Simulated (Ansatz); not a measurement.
## Electronic structure of Cl3FH2W···H2O in real space

The calculation's input:

```
crystal:
  periodic: [false, false, false]
  atoms:
    - { symbol: W, position_ang: [0.0, 0.0, 0.0] }
    - { symbol: H, position_ang: [0.0, 0.0, 2.07] }
    - { symbol: Cl, position_ang: [2.39, 0.0, 0.0] }
    - { symbol: Cl, position_ang: [0.0, 2.39, 0.0] }
    - { symbol: F, position_ang: [-1.85, 0.0, 0.0] }
    - { symbol: Cl, position_ang: [0.0, -2.39, 0.0] }
    - { symbol: H, position_ang: [0.0, 0.0, -1.72] }
    - { symbol: O, position_ang: [1.4721, 1.5335, 0.7063] }
    - { symbol: H, position_ang: [2.2027, 1.0805, 1.2365] }
    - { symbol: H, position_ang: [0.7317, 0.7622, 1.9256] }
basis:
  gaussian: { orbitals: def2-SVP }
hamiltonian:
  xc: pbe
  dispersion: d4
relax:
  f_tol: 0.15
  max_steps: 25
  restrain:
    - { distance: [0, 7], at: 3.14, k: 30.0 }
    - { distance: [9, 1], at: 1.86, k: 30.0 }
    - { distance: [0, 1], at: 1.72, k: 30.0 }
    - { distance: [9, 7], at: 1.01, k: 30.0 }
output:
  orbitals: {}
```

Command:

```sh
ansatz run input.yaml --threads 4 --pin off --max-ram 5120MiB --backend cpu --events-out ev --progress --plain --runs-dir out
```

The fields are those of the run's last geometry, not of the input's.

Core potentials replace the inner electrons of W; not at a stationary point (largest force 0.7 eV/Å).

Level of theory: RKS PBE-D4/def2-SVP (Ansatz 0.2.0).

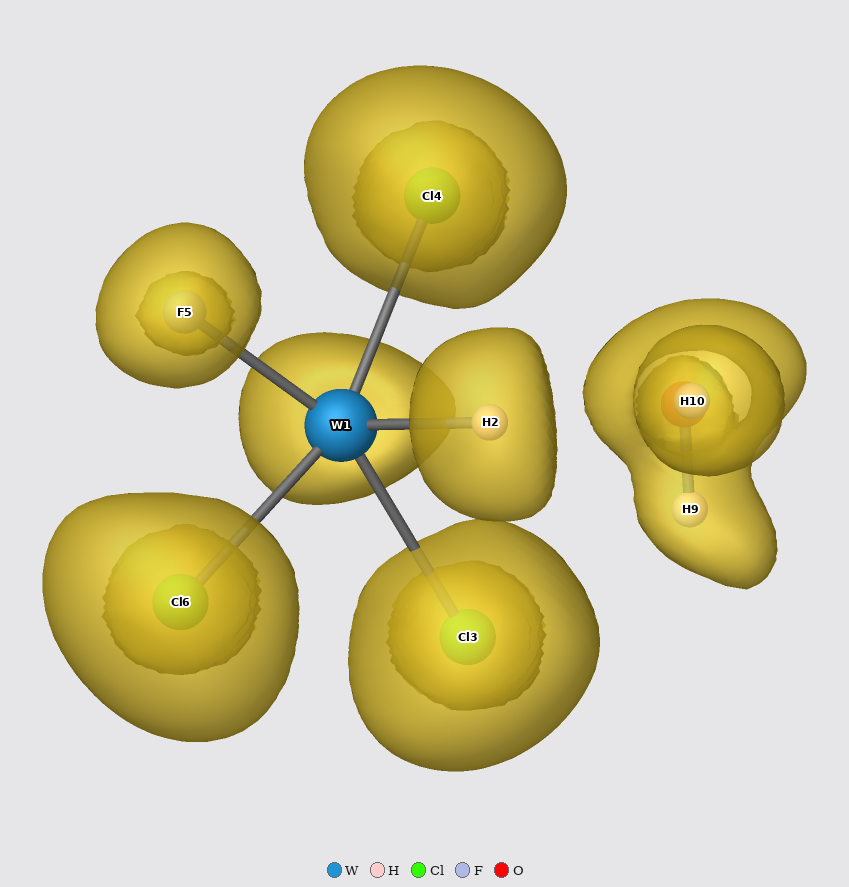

Figure 1. Isosurface of the ELF at 0.75 (yellow), seen across its widest extent. Core shells and regions of very low density are left out.

Question: Identify the bonds, lone pairs and shells in this picture.

Answer: The surface consists of two regions around hydrogen nuclei, three regions wrapped around Cl (the valence shell of each), one region wrapped around F (its valence shell) and one joined region spread over several atoms (H, O), in which their bonds and any lone pairs are merged. Along the contacts the grid gives the following. W1···O8 (3.15 Å): the ELF dips to about 0.10 between them. W–F (1.89 Å): the ELF peaks at about 0.85 in the valence shell of F, 0.5 Å from its nucleus, and drops to about 0.20 between the two atoms.

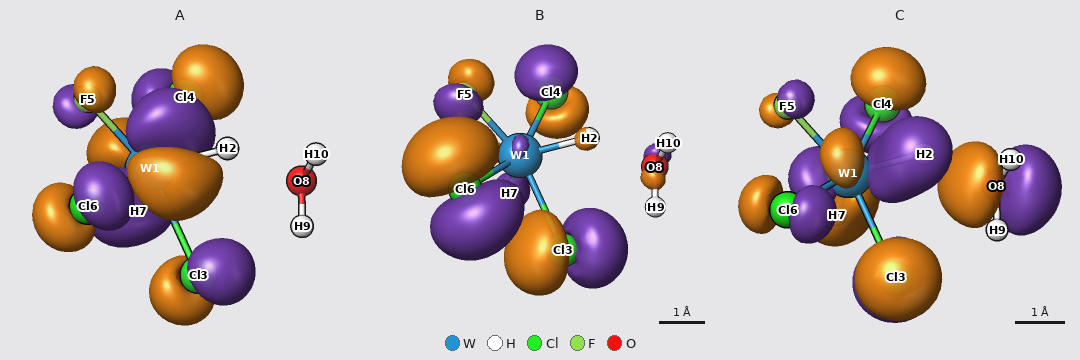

Figure 2. Three frontier orbitals at ±0.1 Å⁻³ᐟ² (orange and purple are the two phases), in no order.

Question: Which picture is the HOMO−1, the HOMO and the LUMO?

Answer: B is the HOMO−1 (−7.28 eV). Its weight (Hirshfeld) is mainly on Cl6 (about 55 %), Cl3 (about 25 %) and Cl4 (about 10 %); largely a combination of lone pairs on Cl6, Cl3 and Cl4. C is the HOMO (−6.90 eV). Its weight (Hirshfeld) is mainly on O8 (about 35 %), Cl3 (about 20 %), W1 (about 15 %) and Cl4 (about 10 %). A is the LUMO (−5.19 eV). By Hirshfeld shares it lies mainly on W1 (about 60 %), Cl4 (about 10 %), Cl3 (about 10 %) and Cl6 (about 10 %).

Question: What is the HOMO–LUMO gap?

Answer: 1.71 eV between the orbital energies.

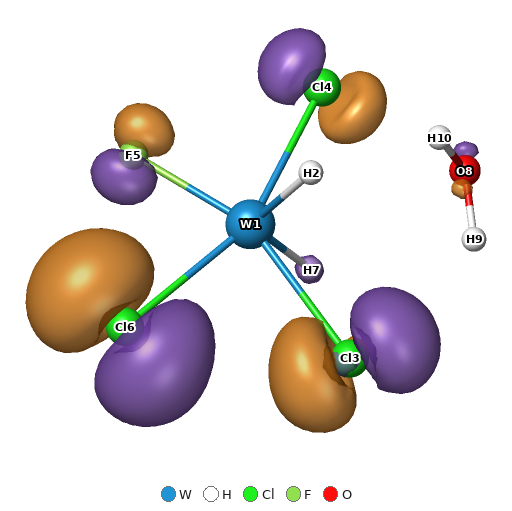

Figure 3. The HOMO−1 at ±0.15 Å⁻³ᐟ² (orange and purple are the two phases), seen at a tilt.

Question: Describe this orbital and give its energy.

Answer: It lies mainly on Cl6 (about 55 %), Cl3 (about 25 %) and Cl4 (about 10 %); largely a combination of lone pairs on Cl6, Cl3 and Cl4. Its energy is −7.28 eV.
